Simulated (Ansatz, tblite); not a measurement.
# SiMe2 (C2H6Si): removing and adding an electron, part 2 of 2

Aim: the energy of removing and adding an electron for SiMe2 (C2H6Si), by energy differences, and how well orbital energies stand in for it.

Ansatz 0.2.0, Gaussian basis; as each input shows. Earlier steps stand in the parts before.

### 8 Charge -1 doublet at the fixed geometry, first pass, PBE0-D4/def2-SVP

File in.yaml:

```yaml
crystal:
  periodic: [false, false, false]
  atoms:
    - {symbol: Si, position_ang: [-0.001246, 0.008972, -1.302597]}
    - {symbol: C, position_ang: [1.434431, -0.012391, -0.048198]}
    - {symbol: H, position_ang: [1.376996, -0.921292, 0.564191]}
    - {symbol: H, position_ang: [1.351697, 0.831412, 0.647624]}
    - {symbol: H, position_ang: [2.417123, 0.021269, -0.519094]}
    - {symbol: C, position_ang: [-1.434415, 0.011119, -0.045170]}
    - {symbol: H, position_ang: [-1.381147, 0.919804, 0.568304]}
    - {symbol: H, position_ang: [-1.345617, -0.832915, 0.649297]}
    - {symbol: H, position_ang: [-2.417813, -0.025989, -0.514347]}
basis:
  gaussian: {orbitals: def2-SVP}
total_charge: -1
magnetization: {spin_polarized: true, initial_magnetization: 1}
hamiltonian: {xc: pbe0, dispersion: d4}
output: {orbitals: {seedname: orbitals}}
```

On the command line:

```
$ ansatz run in.yaml --threads 4 --pin off --events-out ev --progress --plain --max-ram 3916MiB
```

Output:

```text
Functional definition: PBE0
  name "PBE0"
  cite "Adamo & Barone, J. Chem. Phys. 110, 6158 (1999) doi:10.1063/1.478522"
  cite "Perdew, Burke & Ernzerhof, Phys. Rev. Lett. 77, 3865 (1996) doi:10.1103/PhysRevLett.77.3865"
  parent pbe
  parameter a = 0.25
  parameter kappa = 0.804
  parameter beta = 0.06672455060314922
  exchange = (1 - a)*pbe_x(kappa = kappa, mu = beta*pi^2/3) + a*exact_x
  correlation = pbe_c(beta = beta)
773 factors; integrals over basis functions are off by at most 1.2e-3 eV
mean field evaluation 1: about -10035.1869 eV, gradient 2.3e1 eV
mean field evaluation 2: about -10034.3087 eV, gradient 2.7e1 eV
mean field evaluation 4: about -10037.9947 eV, gradient 3.5e-1 eV
mean field evaluation 8: about -10038.1031 eV, gradient 3.7e-2 eV
mean field evaluation 16: about -10038.1031 eV, gradient 1.8e-5 eV
mean field -10038.10308806 eV, -368.8934844157 hartree, gradient 1.9e-5 eV, S^2 0.757881; 0 other end points of the search recorded, 0 dependent functions left out
reference -10038.10310953 eV, -368.8934852047 hartree; 17, 16 occupied and 59, 60 virtual orbitals, 773 factors
Total energy: -10038.26429468 eV, -368.8994086495 hartree
```

Run time: 0.95 s. Hardware: 4 threads of Arm Neoverse V1, shared host.

From the report: HOMO 2.00 eV, LUMO 5.31 eV (over both spins); ⟨S²⟩ 0.758 (pure: 0.75). Doubts: highest occupied level lies above zero.

### 9 Charge -1 doublet at the fixed geometry, PBE0-D4/def2-TZVPD

in.yaml, as its differences from that of step 8:

```diff
@@ -13,3 +13,3 @@
 basis:
-  gaussian: {orbitals: def2-SVP}
+  gaussian: {orbitals: def2-TZVPD, initial_orbitals: start.molden}
 total_charge: -1
@@ -17,2 +17,3 @@
 hamiltonian: {xc: pbe0, dispersion: d4}
+scf: {omitted_lower_state_checks: [starts]}
 output: {orbitals: {seedname: orbitals}}
```

Same command.

Output:

```text
Functional definition: PBE0
  name "PBE0"
  cite "Adamo & Barone, J. Chem. Phys. 110, 6158 (1999) doi:10.1063/1.478522"
  cite "Perdew, Burke & Ernzerhof, Phys. Rev. Lett. 77, 3865 (1996) doi:10.1103/PhysRevLett.77.3865"
  parent pbe
  parameter a = 0.25
  parameter kappa = 0.804
  parameter beta = 0.06672455060314922
  exchange = (1 - a)*pbe_x(kappa = kappa, mu = beta*pi^2/3) + a*exact_x
  correlation = pbe_c(beta = beta)
these checks for a lower state are left out or cut short: starts
950 factors; their error is unknown
mean field evaluation 1: about -10041.4955 eV, gradient 6.4e1 eV
mean field evaluation 2: about -10043.4168 eV, gradient 2.5e0 eV
mean field evaluation 4: about -10043.5387 eV, gradient 2.9e-1 eV
mean field evaluation 8: about -10043.5392 eV, gradient 2.3e-5 eV
mean field -10043.53917279 eV, -369.0932568445 hartree, gradient 2.3e-5 eV, S^2 0.761706; 0 other end points of the search recorded, 0 dependent functions left out
reference -10043.53921072 eV, -369.0932582384 hartree; 17, 16 occupied and 154, 155 virtual orbitals, 950 factors
Total energy: -10043.70039586 eV, -369.0991816832 hartree
Checks for a lower state left out: starts
```

Wall time 2.3 s (4 threads of Arm Neoverse V1, shared host).

From the report: HOMO 1.39 eV, LUMO 4.14 eV (over both spins); ⟨S²⟩ 0.762 (pure: 0.75). Doubts: highest occupied level lies above zero.

### 10 Charge -1 doublet at the fixed geometry, PBE-D4/def2-TZVPD

in.yaml, as its differences from that of step 9:

```diff
@@ -16,3 +16,3 @@
 magnetization: {spin_polarized: true, initial_magnetization: 1}
-hamiltonian: {xc: pbe0, dispersion: d4}
+hamiltonian: {xc: pbe, dispersion: d4}
 scf: {omitted_lower_state_checks: [starts]}
```

Launched as before.

Output:

```text
Functional definition: PBE
  name "PBE"
  cite "Perdew, Burke & Ernzerhof, Phys. Rev. Lett. 77, 3865 (1996) doi:10.1103/PhysRevLett.77.3865"
  parent pbe
  parameter kappa = 0.804
  parameter beta = 0.06672455060314922
  exchange = pbe_x(kappa = kappa, mu = beta*pi^2/3)
  correlation = pbe_c(beta = beta)
these checks for a lower state are left out or cut short: starts
929 factors; their error is unknown
mean field evaluation 1: about -10042.3327 eV, gradient 5.8e0 eV
mean field evaluation 2: about -10042.4004 eV, gradient 9.4e-2 eV
mean field evaluation 4: about -10042.3723 eV, gradient 8.5e-4 eV
mean field -10042.37227814 eV, -369.0503742573 hartree, gradient 2.3e-5 eV, S^2 0.758072; 0 other end points of the search recorded, 0 dependent functions left out
reference -10042.37232644 eV, -369.0503760322 hartree; 17, 16 occupied and 154, 155 virtual orbitals, 929 factors
Total energy: -10042.56589143 eV, -369.0574894143 hartree
Checks for a lower state left out: starts
```

Wall time 1.9 s (4 threads of Arm Neoverse V1, shared host).

From the report: HOMO 2.23 eV, LUMO 3.52 eV (over both spins); ⟨S²⟩ 0.758 (pure: 0.75). Doubts: highest occupied level lies above zero.

### 11 Charge -1 doublet at the fixed geometry, r2SCAN-D4/def2-TZVPD

in.yaml, as its differences from that of step 10:

```diff
@@ -16,3 +16,3 @@
 magnetization: {spin_polarized: true, initial_magnetization: 1}
-hamiltonian: {xc: pbe, dispersion: d4}
+hamiltonian: {xc: r2scan, dispersion: d4}
 scf: {omitted_lower_state_checks: [starts]}
```

Launched as before.

Output:

```text
Functional definition: r2SCAN
  name "r2SCAN"
  cite "Furness, Kaplan, Ning, Perdew & Sun, J. Phys. Chem. Lett. 11, 8208 (2020) doi:10.1021/acs.jpclett.0c02405"
  cite "Furness, Kaplan, Ning, Perdew & Sun, J. Phys. Chem. Lett. 11, 9248 (2020) doi:10.1021/acs.jpclett.0c03077"
  parent r2scan
  parameter k0 = 0.174
  parameter k1 = 0.065
  parameter a1 = 4.9479
  exchange = r2scan_x(k0 = k0, k1 = k1, a1 = a1)
  correlation = r2scan_c
these checks for a lower state are left out or cut short: starts
929 factors; their error is unknown
mean field evaluation 1: about -10047.4736 eV, gradient 3.7e0 eV
mean field evaluation 2: about -10047.5021 eV, gradient 3.6e-2 eV
mean field evaluation 4: about -10047.4772 eV, gradient 4.1e-4 eV
mean field -10047.47720409 eV, -369.2379768258 hartree, gradient 2.3e-5 eV, S^2 0.767928; 0 other end points of the search recorded, 0 dependent functions left out
reference -10047.47722898 eV, -369.2379777402 hartree; 17, 16 occupied and 154, 155 virtual orbitals, 929 factors
Total energy: -10047.52329862 eV, -369.2396707686 hartree
Checks for a lower state left out: starts
```

Wall time 4.1 s (4 threads of Arm Neoverse V1, shared host).

From the report: HOMO 2.00 eV, LUMO 3.95 eV (over both spins); ⟨S²⟩ 0.768 (pure: 0.75). Doubts: highest occupied level lies above zero.

### 12 Charge -1 doublet at the fixed geometry, CCSD(T)/def2-TZVPD

in.yaml, as its differences from that of step 11:

```diff
@@ -16,4 +16,4 @@
 magnetization: {spin_polarized: true, initial_magnetization: 1}
-hamiltonian: {xc: r2scan, dispersion: d4}
-scf: {omitted_lower_state_checks: [starts]}
+correlation: {method: ccsd_t}
+scf: {omitted_lower_state_checks: [starts, cluster_reference]}
 output: {orbitals: {seedname: orbitals}}
```

Launched as before.

Output:

```text
Functional definition: HF
  name "HF"
  cite "Fock, Z. Phys. 61, 126 (1930) doi:10.1007/BF01340294"
  parent pbe
  exchange = exact_x
  correlation = 0
these checks for a lower state are left out or cut short: starts, cluster_reference
1176 factors; integrals over basis functions are off by at most 7.9e-4 eV
mean field evaluation 1: about -10017.1885 eV, gradient 1.6e1 eV
mean field evaluation 2: about -10017.6575 eV, gradient 5.9e-1 eV
mean field evaluation 4: about -10017.7006 eV, gradient 1.3e-2 eV
mean field evaluation 8: about -10017.7007 eV, gradient 1.5e-6 eV
mean field -10017.70069026 eV, -368.1437101255 hartree, gradient 2.9e-6 eV, S^2 0.790894; 0 other end points of the search recorded, 0 dependent functions left out
7 core orbitals not correlated: weight in the atoms' cores, before any rotation towards them, 1.000 or more for the frozen orbitals, at most 0.000 for the correlated occupied ones
reference -10017.70069026 eV, -368.1437101255 hartree; 10, 9 occupied and 154, 155 virtual orbitals, 1176 factors
second order -12.61011000 eV of doubles, -0.00000000 eV of singles
cycle   1  -13.40689296 eV  change   -8.0e-1 eV  update   8.8e-2
cycle   2  -13.80157338 eV  change   -3.9e-1 eV  update   3.1e-2
cycle   3  -13.86487383 eV  change   -6.3e-2 eV  update   1.5e-2
cycle   4  -13.86037888 eV  change    4.5e-3 eV  update   6.2e-3
cycle   5  -13.85902985 eV  change    1.3e-3 eV  update   2.9e-3
cycle   6  -13.85919064 eV  change   -1.6e-4 eV  update   1.2e-3
cycle   7  -13.85933878 eV  change   -1.5e-4 eV  update   4.5e-4
cycle   8  -13.85951423 eV  change   -1.8e-4 eV  update   1.9e-4
cycle   9  -13.85951766 eV  change   -3.4e-6 eV  update   7.6e-5
cycle  10  -13.85949115 eV  change    2.7e-5 eV  update   3.3e-5
cycle  11  -13.85950351 eV  change   -1.2e-5 eV  update   1.5e-5
perturbative correction -0.56927943 eV, -0.0209206333 hartree
Total energy: -10032.12947320 eV, -368.6739581187 hartree
Checks for a lower state left out: starts, cluster_reference
```

It took 4.2 min on 4 threads of Arm Neoverse V1, shared host; peak memory 1.7 GiB.

From the report: Hartree-Fock HOMO -0.80 eV, LUMO 5.75 eV (over both spins); ⟨S²⟩ 0.791 (pure: 0.75); T1 0.017.

### 13 Vertical electron affinity

Starting state less charged state (positive: the electron is bound), singlet to doublet; the starting state's energies are those of its earlier runs.

```csv
method,vertical electron affinity (eV),from CCSD(T)/def2-TZVPD (eV),time
HF/def2-TZVPD,-0.17,-0.43,
PBE-D4/def2-TZVPD,0.45,+0.19,2.9 s
r2SCAN-D4/def2-TZVPD,0.52,+0.26,6.2 s
PBE0-D4/def2-TZVPD,0.45,+0.19,3.5 s
MP2/def2-TZVPD,0.24,-0.02,
CCSD/def2-TZVPD,0.21,-0.05,
CCSD(T)/def2-TZVPD,0.26,0,4.4 min
```

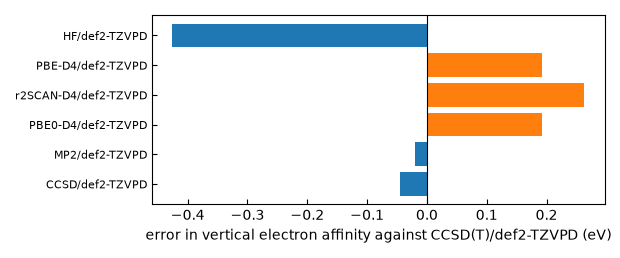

Error of each method against CCSD(T)/def2-TZVPD.

Times add the two runs; a level without a time comes out of a correlated run. The closed-shell reference under CCSD(T)/def2-TZVPD is unstable towards broken spin symmetry, which adds to the doubt on it.

Beside −ε(LUMO) of the starting state:

```csv
level,−ε(LUMO) (eV),by difference (eV),mismatch (eV)
PBE-D4/def2-TZVPD,3.04,0.45,+2.59
r2SCAN-D4/def2-TZVPD,2.88,0.52,+2.36
PBE0-D4/def2-TZVPD,2.16,0.45,+1.72
```

### 14 Summary of results

What follows sums up all 2 parts.

| quantity | value |
| --- | --- |
| vertical ionisation energy, functionals in def2-TZVP | 7.95 (r2SCAN-D4) to 8.05 eV (PBE0-D4) |
| vertical ionisation energy, CCSD(T)/def2-TZVPP | 8.25 eV |
| vertical electron affinity, functionals in def2-TZVPD | 0.45 (PBE0-D4) to 0.52 eV (r2SCAN-D4) |
| vertical electron affinity, CCSD(T)/def2-TZVPD | 0.26 eV |

What this shows: The vertical ionisation energy spans 7.95 to 8.05 eV over the functionals, beside 8.25 eV from CCSD(T)/def2-TZVPP. −ε(HOMO) misses the level's own difference by -2.12 eV at best (PBE0-D4) and -3.10 eV at worst (PBE-D4). The reference is CCSD(T) in one finite basis, so it carries an error of its own, often a tenth of an eV or more, and near misses can't be ranked. The vertical electron affinity spans 0.45 to 0.52 eV over the functionals, beside 0.26 eV from CCSD(T)/def2-TZVPD. The anion's highest level lies above zero where self-interaction lifts it, so diffuse functions weigh on these values. −ε(LUMO) misses the level's own difference by +1.72 eV at best (PBE0-D4) and +2.59 eV at worst (PBE-D4).

The anion's highest level is positive in at least one run, so there the basis alone may hold the extra electron.
